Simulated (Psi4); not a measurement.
**UMP2/aug-cc-pVDZ (density fitting, density fitting for correlation, sweep point 4) run of HS (SMILES [SH])**

Aim: the vertical doublet–quartet gap of HS at UMP2/aug-cc-pVDZ (density fitting, density fitting for correlation, sweep point 4), from 2 runs. 

The results are computed with Psi4 1.11.

## (1) Starting point

The species is HS (2 atoms), meant as a doublet with charge 0. SMILES: `[SH]`. Geometry: relaxed at PBE0-D4/def2-TZVP.

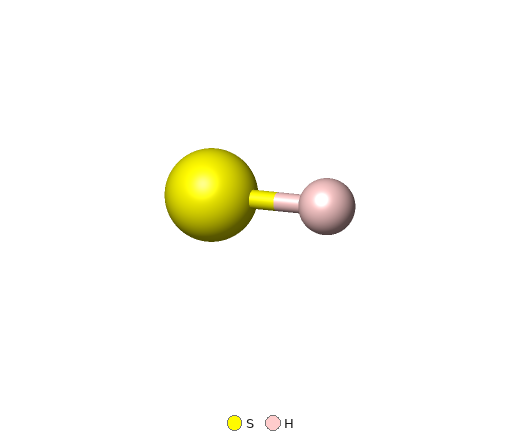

The structure, seen from a chosen angle (sulfur yellow, hydrogen pink).

## (2) The energy at UMP2/aug-cc-pVDZ (density fitting, density fitting for correlation, sweep point 4)

job.inp reads:

```
memory 1600 mb

molecule system {
  0 2
  S      1.08576104    -0.35490946     0.55833848
  H     -1.08576104     0.35490946    -0.55833848
  units au
  symmetry c1
}

set globals {
  reference       uhf
  puream          true
  scf_type        df
  num_frozen_docc 5
  maxiter         100
}

energy('mp2/aug-cc-pVDZ')
```

Launch:

```
$ psi4 -i job.inp -o job.out -n 1
```

job.out:

```text
[...]
  Running in c1 symmetry.
[...]
  Nuclear repulsion =    6.292039457369341
[...]
  Multiplicity = 2
[...]
  Nalpha       = 9
  Nbeta        = 8
[...]
    Number of basis functions: 36
[...]
   @DF-UHF iter   1:  -398.07554671805627   -4.36744e-01   3.62792e-03 DIIS/ADIIS
[...]
   @DF-UHF iter  11:  -398.09213525772606   -1.36424e-12   7.89264e-09 DIIS
[...]
   @S^2 Observed:                7.609443283E-01
[...]
    Orbital Energies [Eh]
    ---------------------
    Alpha Occupied:
       1A    -91.995142     2A     -8.995786     3A     -6.691576
       4A     -6.673690     5A     -6.670660     6A     -0.990587
       7A     -0.551987     8A     -0.469984     9A     -0.402913
    Alpha Virtual:
      10A      0.037344    11A      0.109170    12A      0.112488
      13A      0.123634    14A      0.177934    15A      0.188652
      16A      0.292947    17A      0.312118    18A      0.357135
      19A      0.357433    20A      0.446719    21A      0.516205
      22A      0.534892    23A      0.553791    24A      0.791521
      25A      0.819975    26A      0.833278    27A      0.862397
[...]
  @DF-UHF Final Energy:  -398.09213525772606
   => Energetics <=
    Nuclear Repulsion Energy =              6.2920394573693414
    One-Electron Energy =                -562.5613006694463820
    Two-Electron Energy =                 158.1771259543509416
    Total Energy =                       -398.0921352577261132
  UHF NO Occupations:
  HONO-2 :    7  A 1.9997153
  HONO-1 :    8  A 1.9950320
[...]
 Multipole Moments:
 ------------------------------------------------------------------------------------
     Multipole            Electronic (a.u.)      Nuclear  (a.u.)        Total (a.u.)
 ------------------------------------------------------------------------------------
 L = 1.  Multiply by 2.5417464519 to convert [e a0] to [Debye]
 Dipole X            :         -0.0000000            0.0000000           -0.0000000
 Dipole Y            :         -0.0000000           -0.0000000           -0.0000000
 Dipole Z            :          0.8683266           -1.2218637           -0.3535372
 Magnitude           :                                                    0.3535372
[...]
```

Wall time 3.3 s (1 thread of Intel Xeon at 2.70GHz, shared host); peak memory 0.24 GiB.

## (3) The quartet

calc.inp reads:

```
memory 1600 mb

molecule {
  0 4
  S      1.08576104    -0.35490946     0.55833848
  H     -1.08576104     0.35490946    -0.55833848
  units bohr
  symmetry c1
}

set globals {
  basis aug-cc-pVDZ
  reference uhf
  puream true
  scf_type df
  num_frozen_docc 5
  maxiter 100
}

energy("mp2")
```

Launch:

```
$ psi4 -n 1 calc.inp calc.out
```

calc.out:

```text
[...]
  Running in c1 symmetry.
[...]
  Nuclear repulsion =    6.292039457369341
[...]
  Multiplicity = 4
[...]
  Nalpha       = 10
  Nbeta        = 7
[...]
    Number of basis functions: 36
[...]
   @DF-UHF iter   1:  -397.86683800032273   -2.28035e-01   5.02169e-03 DIIS/ADIIS
[...]
   @DF-UHF iter  13:  -397.90819378085087   -4.77485e-12   8.70818e-09 DIIS
[...]
   @S^2 Observed:                3.760980621E+00
[...]
    Orbital Energies [Eh]
    ---------------------
    Alpha Occupied:
       1A    -92.121776     2A     -9.123454     3A     -6.813719
       4A     -6.813719     5A     -6.795964     6A     -1.135673
       7A     -0.654689     8A     -0.581447     9A     -0.581447
      10A     -0.163904
    Alpha Virtual:
      11A      0.076835    12A      0.082605    13A      0.083747
      14A      0.083747    15A      0.147590    16A      0.254566
      17A      0.254566    18A      0.270898    19A      0.270898
      20A      0.395642    21A      0.480056    22A      0.480056
      23A      0.524703    24A      0.712830    25A      0.712830
[...]
  @DF-UHF Final Energy:  -397.90819378085087
   => Energetics <=
    Nuclear Repulsion Energy =              6.2920394573693414
    One-Electron Energy =                -560.6214950648977720
    Two-Electron Energy =                 156.4212618266775223
    Total Energy =                       -397.9081937808508656
  UHF NO Occupations:
  HONO-2 :    8  A 1.0000000
  HONO-1 :    9  A 1.0000000
[...]
 Multipole Moments:
 ------------------------------------------------------------------------------------
     Multipole            Electronic (a.u.)      Nuclear  (a.u.)        Total (a.u.)
 ------------------------------------------------------------------------------------
 L = 1.  Multiply by 2.5417464519 to convert [e a0] to [Debye]
 Dipole X            :         -0.0000000            0.0000000           -0.0000000
 Dipole Y            :          0.0000000           -0.0000000            0.0000000
 Dipole Z            :          2.1162932           -1.2218637            0.8944294
 Magnitude           :                                                    0.8944294
[...]
```

It took 3.6 s on 1 thread of Intel Xeon at 2.70GHz, shared host; peak memory 0.24 GiB.

## (4) What came out

Level: UMP2/aug-cc-pVDZ (density fitting, density fitting for correlation, sweep point 4), 5 core orbitals frozen.

```
                                                           quantity          value
                                              doublet: total energy  -398.21233 Eh
doublet: HOMO energy (Hartree–Fock orbitals) (highest over α and β)      -10.30 eV
 doublet: LUMO energy (Hartree–Fock orbitals) (lowest over α and β)       -0.17 eV
               doublet: correlation energy (5 core orbitals frozen)     -120.2 mEh
                         doublet: ⟨S²⟩ of the reference determinant          0.761
                                              quartet: total energy  -398.01259 Eh
quartet: HOMO energy (Hartree–Fock orbitals) (highest over α and β)       -4.46 eV
 quartet: LUMO energy (Hartree–Fock orbitals) (lowest over α and β)       -1.68 eV
               quartet: correlation energy (5 core orbitals frozen)     -104.4 mEh
                         quartet: ⟨S²⟩ of the reference determinant          3.761
                   vertical energy of the quartet above the doublet       5.435 eV
```

At this shape the quartet lies 5.43 eV (524 kJ/mol) above the doublet.
